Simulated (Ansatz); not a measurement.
# A workflow on C2HCl3 (trichloroethylene)

Aim: a series of 30 runs (MP2/6-31G*, UMP2/6-31G*, CCSD/6-31G*, UCCSD/6-31G*, CCSD(T)/6-31G*, UCCSD(T)/6-31G*, wB97M-V/def2-TZVP, U-wB97M-V/def2-TZVP, and more) of C2HCl3. Among other things, some runs vary the lower state search. 

The calculation is run with Ansatz 0.2.0.

## Step 1: The system as given

C2HCl3 has 6 atoms, charge 0, and is taken as a singlet. As SMILES, `ClC=C(Cl)Cl`. The coordinates come from a PBE0-D4/def2-TZVP relaxation.

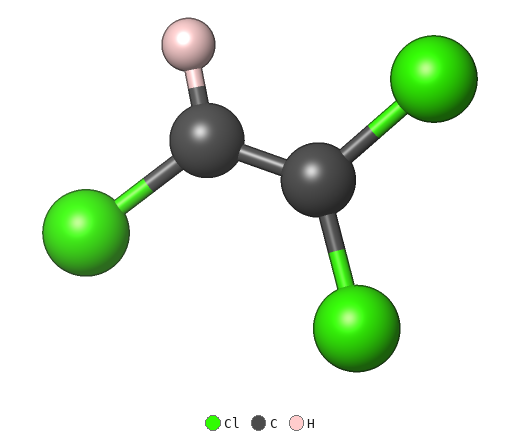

The structure, seen from a chosen angle (chlorine green, carbon dark grey, hydrogen pink).

## Step 2: A single-point energy at MP2/6-31G(d) (Cartesian functions, start density atoms) (run 1)

run.yaml reads:

```yaml
crystal:
  periodic: [false, false, false]
  atoms:
    - symbol: Cl
      position_ang: [-0.086050, -1.850510, 1.071670]
    - symbol: C
      position_ang: [0.267110, -0.248280, 0.621290]
    - symbol: C
      position_ang: [-0.168550, 0.318890, -0.498910]
    - symbol: Cl
      position_ang: [-1.143180, -0.468680, -1.650530]
    - symbol: Cl
      position_ang: [0.246250, 1.942420, -0.857320]
    - symbol: H
      position_ang: [0.884420, 0.306170, 1.313800]
basis:
  gaussian: {orbitals: "6-31G*"}
scf: {omitted_lower_state_checks: [cluster_reference, increment]}
output: {orbitals: {seedname: orbitals}}
correlation: {method: mp2, frozen_orbitals: {C: 1, Cl: 5, H: 0}}
```

Command:

```console
$ ansatz run run.yaml --threads 1 --pin off --max-ram 3480MiB --events-out events.jsonl --progress --plain --runs-dir runs
```

Output:

```text
Warning: RAYON_NUM_THREADS=1 ignored (pool sized by the plan → 1); use --threads N
Functional definition: HF
  name "HF"
  exchange = exact_x
  correlation = 0
these checks for a lower state are left out or cut short: cluster_reference, increment
820 factors; integrals over basis functions are off by at most 7.7e-4 eV
mean field evaluation 1: about -39583.1098 eV, gradient 2.3e1 eV
mean field evaluation 2: about -39583.1272 eV, gradient 2.3e1 eV
mean field evaluation 4: about -39584.8521 eV, gradient 3.2e0 eV
mean field evaluation 8: about -39584.9051 eV, gradient 5.4e-4 eV
mean field -39584.90511816 eV, -1454.7184314800 hartree, gradient 3.0e-6 eV, S^2 0.000000; 0 other end points of the search recorded, 0 dependent functions left out; unrestricted orbitals would lower it
17 core orbitals not correlated: weight in the atoms' cores, before any rotation towards them, 1.000 or more for the frozen orbitals, at most 0.000 for the correlated occupied ones
reference -39584.90511816 eV, -1454.7184314800 hartree; 15, 15 occupied and 57, 57 virtual orbitals, 820 factors
second order -17.65459627 eV of doubles, -0.00000000 eV of singles
Total energy: -39602.55971443 eV, -1455.3672259261 hartree
Checks for a lower state left out: cluster_reference, increment
```

Run time: 1.4 s. Hardware: 1 thread of Arm Neoverse V2, shared host; peak memory 0.15 GiB.

## Step 3: The doublet anion: the energy at UMP2/6-31G(d) (Cartesian functions, start density atoms) (run 2)

run.yaml reads:

```yaml
basis:
  gaussian:
    orbitals: "6-31G*"
crystal:
  periodic: [false, false, false]
  atoms:
    - {symbol: Cl, position_ang: [-0.086050, -1.850510, 1.071670]}
    - {symbol: C, position_ang: [0.267110, -0.248280, 0.621290]}
    - {symbol: C, position_ang: [-0.168550, 0.318890, -0.498910]}
    - {symbol: Cl, position_ang: [-1.143180, -0.468680, -1.650530]}
    - {symbol: Cl, position_ang: [0.246250, 1.942420, -0.857320]}
    - {symbol: H, position_ang: [0.884420, 0.306170, 1.313800]}
total_charge: -1
magnetization:
  spin_polarized: true
  initial_magnetization: 1
correlation:
  method: mp2
  frozen_orbitals: {C: 1, Cl: 5, H: 0}
scf:
  omitted_lower_state_checks: [cluster_reference, increment]
```

Command:

```console
$ ansatz run run.yaml --threads 1 --pin off --max-ram 3480MiB --events-out events.jsonl --progress --plain --runs-dir runs
```

Output (excerpt; [...] marks lines left out):

```text
Warning: RAYON_NUM_THREADS=1 ignored (pool sized by the plan → 1); use --threads N
[... 2 set-up lines as earlier in the session ...]
[...]
821 factors; integrals over basis functions are off by at most 7.7e-4 eV
[...]
mean field -39582.92472629 eV, -1454.6456534213 hartree, gradient 4.1e-6 eV, S^2 0.766619; 5 other end points of the search recorded, 0 dependent functions left out
17 core orbitals not correlated: weight in the atoms' cores, before any rotation towards them, 1.000 or more for the frozen orbitals, at most 0.000 for the correlated occupied ones
reference -39582.92472629 eV, -1454.6456534213 hartree; 16, 15 occupied and 56, 57 virtual orbitals, 821 factors
second order -17.36298748 eV of doubles, -0.00000000 eV of singles
Total energy: -39600.28771377 eV, -1455.2837314419 hartree
Checks for a lower state left out: cluster_reference, increment
```

Wall time 10 s (1 thread of Arm Neoverse V2, shared host); peak memory 0.22 GiB.

Runs 3 to 21 aren't shown in full; the table further down has their settings and results.

## Step 4: The triplet: the energy at UHF/MIDI (start density atoms) (run 22)

in.yaml reads:

```yaml
crystal:
  periodic: [false, false, false]
  atoms:
    - {symbol: Cl, position_ang: [-0.086050, -1.850510, 1.071670]}
    - {symbol: C, position_ang: [0.267110, -0.248280, 0.621290]}
    - {symbol: C, position_ang: [-0.168550, 0.318890, -0.498910]}
    - {symbol: Cl, position_ang: [-1.143180, -0.468680, -1.650530]}
    - {symbol: Cl, position_ang: [0.246250, 1.942420, -0.857320]}
    - {symbol: H, position_ang: [0.884420, 0.306170, 1.313800]}
basis:
  gaussian: {orbitals: MIDI.json}
magnetization: {spin_polarized: true, initial_magnetization: 2}
hamiltonian: {xc: hf}
```

The basis set MIDI is read from a file made from the Basis Set Exchange's data (not shown).

Command:

```console
$ ansatz run in.yaml --threads 1 --pin off --max-ram 3480MiB --events-out events.jsonl --progress --plain --runs-dir runs
```

Output:

```text
Warning: RAYON_NUM_THREADS=1 ignored (pool sized by the plan → 1); use --threads N
[... 4 set-up lines as earlier in the session ...]
813 factors; integrals over basis functions are off by at most 3.6e-4 eV
mean field evaluation 1: about -39389.2038 eV, gradient 1.4e1 eV
mean field evaluation 2: about -39389.2184 eV, gradient 1.4e1 eV
mean field evaluation 4: about -39390.7795 eV, gradient 2.9e0 eV
mean field evaluation 8: about -39390.9364 eV, gradient 1.7e-1 eV
mean field -39390.93715429 eV, -1447.5902402839 hartree, gradient 2.0e-5 eV, S^2 2.030282; 0 other end points of the search recorded, 0 dependent functions left out
reference -39390.93715429 eV, -1447.5902402839 hartree; 33, 31 occupied and 26, 28 virtual orbitals, 813 factors
Total energy: -39390.93715429 eV, -1447.5902402839 hartree
```

Run time: 0.9 s. Hardware: 1 thread of Arm Neoverse V2, shared host; peak memory 0.15 GiB.

Runs 23 to 29 aren't shown in full; the table further down has their settings and results.

## Step 5: The triplet: a single-point energy at UHF/def2-TZVP (start density atoms) (run 30)

molecule.yaml reads:

```yaml
crystal:
  periodic: [false, false, false]
  atoms:
    - {symbol: Cl, position_ang: [-0.086050, -1.850510, 1.071670]}
    - {symbol: C, position_ang: [0.267110, -0.248280, 0.621290]}
    - {symbol: C, position_ang: [-0.168550, 0.318890, -0.498910]}
    - {symbol: Cl, position_ang: [-1.143180, -0.468680, -1.650530]}
    - {symbol: Cl, position_ang: [0.246250, 1.942420, -0.857320]}
    - {symbol: H, position_ang: [0.884420, 0.306170, 1.313800]}
basis:
  gaussian:
    orbitals: def2-TZVP
magnetization:
  spin_polarized: true
  initial_magnetization: 2
hamiltonian:
  xc: hf
```

Command:

```console
$ ansatz run molecule.yaml --threads 1 --pin off --max-ram 3480MiB --events-out events.jsonl --progress --plain --runs-dir runs
```

Output:

```text
Warning: RAYON_NUM_THREADS=1 ignored (pool sized by the plan → 1); use --threads N
[... 4 set-up lines as earlier in the session ...]
1476 factors; their error is unknown
mean field evaluation 1: about -39582.3764 eV, gradient 1.5e1 eV
mean field evaluation 2: about -39584.0888 eV, gradient 5.9e0 eV
mean field evaluation 4: about -39584.5547 eV, gradient 1.3e0 eV
mean field evaluation 8: about -39584.6029 eV, gradient 1.4e-1 eV
mean field evaluation 16: about -39582.8794 eV, gradient 1.5e1 eV
mean field -39585.10606061 eV, -1454.7258159787 hartree, gradient 1.6e-5 eV, S^2 2.039306; 0 other end points of the search recorded, 0 dependent functions left out
reference -39585.10606061 eV, -1454.7258159787 hartree; 33, 31 occupied and 146, 148 virtual orbitals, 1476 factors
Total energy: -39585.10606061 eV, -1454.7258159787 hartree
```

Wall time 10 s (1 thread of Arm Neoverse V2, shared host); peak memory 0.56 GiB.

## Step 6: All runs side by side

```
run                                                       level  lower state search  Cartesian functions  partner   energy (Eh)  wall time
  1       MP2/6-31G* (Cartesian functions, start density atoms)             default                  yes     base  -1455.367226      1.4 s
  2      UMP2/6-31G* (Cartesian functions, start density atoms)             default                  yes    anion  -1455.283731       10 s
  3      CCSD/6-31G* (Cartesian functions, start density atoms)             default                  yes     base  -1455.410631      4.2 s
  4     UCCSD/6-31G* (Cartesian functions, start density atoms)             default                  yes    anion  -1455.330119       22 s
  5   CCSD(T)/6-31G* (Cartesian functions, start density atoms)             default                  yes     base  -1455.434673      6.6 s
  6  UCCSD(T)/6-31G* (Cartesian functions, start density atoms)             default                  yes    anion  -1455.350518       33 s
  7                     wB97M-V/def2-TZVP (start density atoms)                 off                   no     base  -1457.358683       14 s
  8                   U-wB97M-V/def2-TZVP (start density atoms)                 off                   no   cation  -1457.011967       30 s
  9                     wB97M-V/def2-TZVP (start density atoms)               light                   no     base  -1457.358683       23 s
 10                   U-wB97M-V/def2-TZVP (start density atoms)               light                   no   cation  -1457.011967       48 s
 11                     wB97M-V/def2-TZVP (start density atoms)            standard                   no     base  -1457.358683       23 s
 12                   U-wB97M-V/def2-TZVP (start density atoms)            standard                   no   cation  -1457.011967       47 s
 13                           MP2/pcseg-0 (start density atoms)             default                   no     base  -1453.112492     0.66 s
 14                          UMP2/pcseg-0 (start density atoms)             default                   no    anion  -1453.023887        2 s
 15                           MP2/pcseg-1 (start density atoms)             default                   no     base  -1455.304655      1.5 s
 16                          UMP2/pcseg-1 (start density atoms)             default                   no    anion  -1455.240421      9.6 s
 17                           MP2/pcseg-2 (start density atoms)             default                   no     base  -1455.686291      6.3 s
 18                          UMP2/pcseg-2 (start density atoms)             default                   no    anion  -1455.630368       74 s
 19                               HF/MINI (start density atoms)             default                   no     base  -1447.463608     0.24 s
 20                              UHF/MINI (start density atoms)             default                   no  triplet  -1447.342266     0.38 s
 21                               HF/MIDI (start density atoms)             default                   no     base  -1447.708396      0.5 s
 22                              UHF/MIDI (start density atoms)             default                   no  triplet  -1447.590240      0.9 s
 23            HF/LANL2DZ (core potential, start density atoms)             default                   no     base   -120.317794     0.26 s
 24           UHF/LANL2DZ (core potential, start density atoms)             default                   no  triplet   -120.201922      0.4 s
 25                         HF/def2-mTZVP (start density atoms)             default                   no     base  -1454.807694      1.5 s
 26                        UHF/def2-mTZVP (start density atoms)             default                   no  triplet  -1454.693634        3 s
 27                        HF/def2-mTZVPP (start density atoms)             default                   no     base  -1454.816049      2.2 s
 28                       UHF/def2-mTZVPP (start density atoms)             default                   no  triplet  -1454.702977      4.5 s
 29                          HF/def2-TZVP (start density atoms)             default                   no     base  -1454.838643      3.3 s
 30                         UHF/def2-TZVP (start density atoms)             default                   no  triplet  -1454.725816       10 s
```

## Step 7: Summary of results

```
                                                             quantity           value
                                        triplet, run 30: total energy  -1454.72582 Eh
                                                triplet, run 30: ⟨S²⟩           2.039
       vertical electron affinity (to the doublet anion), MP2/pcseg-0       -2.411 eV
       vertical electron affinity (to the doublet anion), MP2/pcseg-1       -1.748 eV
vertical ionisation energy (to the doublet cation), wB97M-V/def2-TZVP        9.435 eV
            vertical energy of the triplet above the singlet, HF/MIDI        3.215 eV
         vertical energy of the triplet above the singlet, HF/LANL2DZ        3.153 eV
      vertical energy of the triplet above the singlet, HF/def2-mTZVP        3.104 eV
     vertical energy of the triplet above the singlet, HF/def2-mTZVPP        3.077 eV
       vertical energy of the triplet above the singlet, HF/def2-TZVP        3.070 eV
```

**Reading.** At MP2/pcseg-0: the anion lies 2.41 eV (233 kJ/mol) above the neutral: the electron isn't bound at this level, and such a value depends on the basis. Without diffuse functions anions come out too high. At MP2/pcseg-1: the anion lies 1.75 eV (40 kcal/mol) above the neutral: the electron isn't bound at this level, and such a value depends on the basis. At wB97M-V/def2-TZVP: removing an electron at fixed nuclei costs 9.43 eV (218 kcal/mol). The negative HOMO energy of the first species, 9.43 eV, lies 0.01 eV below that difference. At HF/MIDI: at this shape the triplet lies 3.22 eV (310 kJ/mol) above the singlet. At HF/LANL2DZ: at this shape the triplet lies 3.15 eV (73 kcal/mol) above the singlet. Some runs of one species differ in core potentials or relativity; totals across that change don't compare. In runs 1, 3, 5, 13, 15, 17 the log says that unrestricted orbitals would lower the reference, so the values rest on an unstable closed-shell determinant (other closed-shell runs at this shape may share the fault). In runs 19, 20 the basis is minimal, so the values are rough. All runs together took 6.4 min, the longest 74 s.
